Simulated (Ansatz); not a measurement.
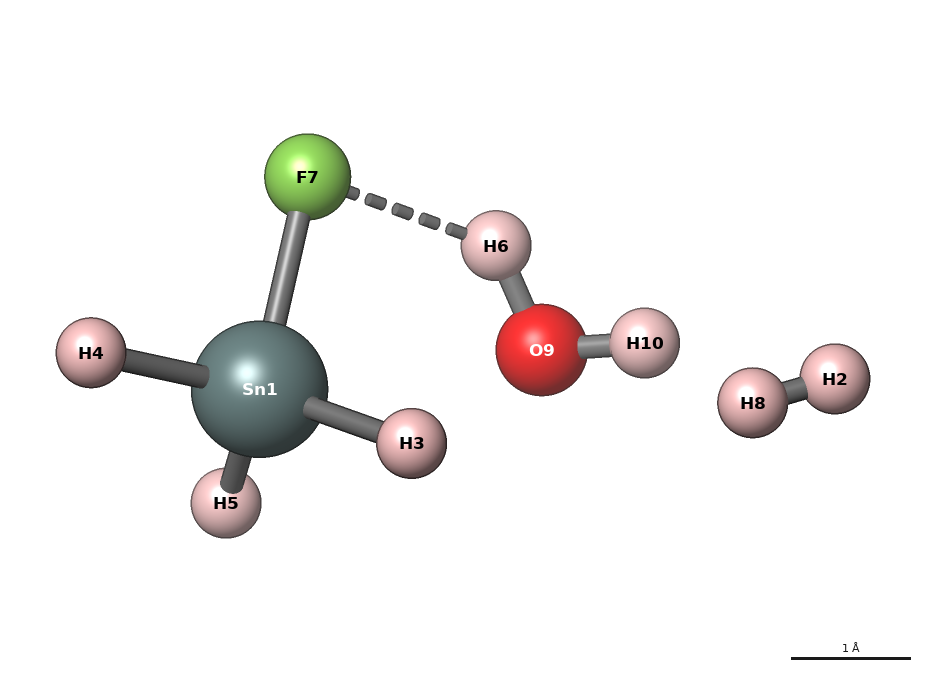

Broken lines mark hydrogen bonds. The geometry was computed by an optimisation with PBE0-D4/def2-TZVP.

Tabulate the hydrogen bonds (donors O, N, F, S, Cl) with their geometry.

```
   D–H···A  D–H (Å)  H···A (Å)  angle (°)            kind
O9–H6···F7     0.97       1.97        129  intermolecular
```
